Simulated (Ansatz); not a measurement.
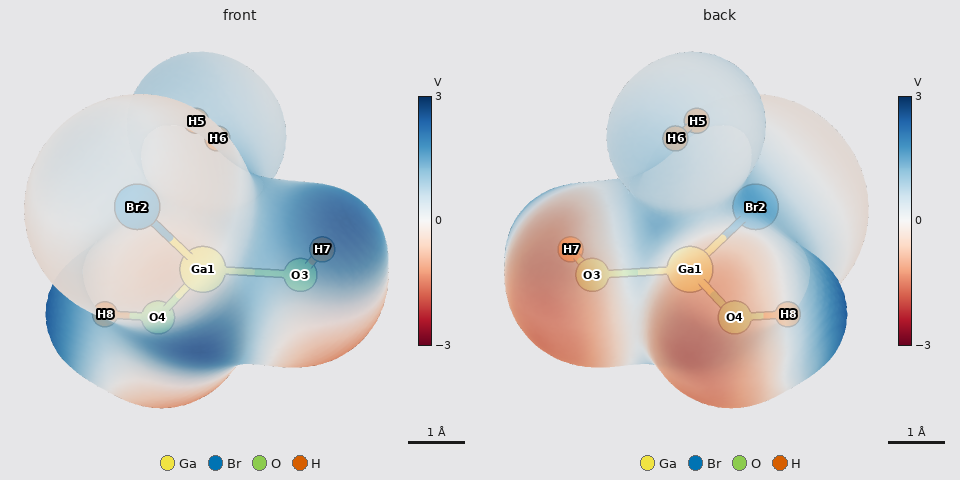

*BrGaH₂O₂···H₂. The molecular electrostatic potential painted on the density surface at 0.002 e/bohr³, seen from the front and from behind; red is negative and blue positive.*

Method: RKS B3LYP/def2-SVP (Ansatz).

Input

```
crystal:
  periodic: [false, false, false]
  atoms:
    - { symbol: Ga, position_ang: [-0.291563, -0.533361, 0.202278] }
    - { symbol: Br, position_ang: [1.948235, -1.294258, -0.143466] }
    - { symbol: O, position_ang: [-1.527872, -0.624364, -1.067652] }
    - { symbol: O, position_ang: [-0.844768, 0.088897, 1.769594] }
    - { symbol: H, position_ang: [1.30321, 1.397643, -0.661279] }
    - { symbol: H, position_ang: [0.825428, 1.915227, -0.67472] }
    - { symbol: H, position_ang: [-1.234423, -1.030604, -1.894717] }
    - { symbol: H, position_ang: [-0.178347, 0.080919, 2.470062] }
basis:
  gaussian: { orbitals: def2-SVP }
hamiltonian:
  xc: b3lyp
relax:
  f_tol: 0.03
  max_steps: 50
output:
  orbitals: {}
```

Run with:

```sh
ansatz run input.yaml --threads 2 --pin off --max-ram 3072MiB --backend cpu --events-out ev --progress --plain --runs-dir out
```

The fields are those of the run's last geometry, not of the input's.

Which sites attract a positive test charge, and which a negative one?

A positive charge is drawn to the negative regions and a negative charge to the positive ones. The most negative region (about −1.6 V) lies over O3 and O4, the most positive (about +2.4 V) over Ga1, H7 and H8. Br2 shows a σ-hole: about +0.3 V at the tip opposite its bond, against about −0.2 V on its flanks.
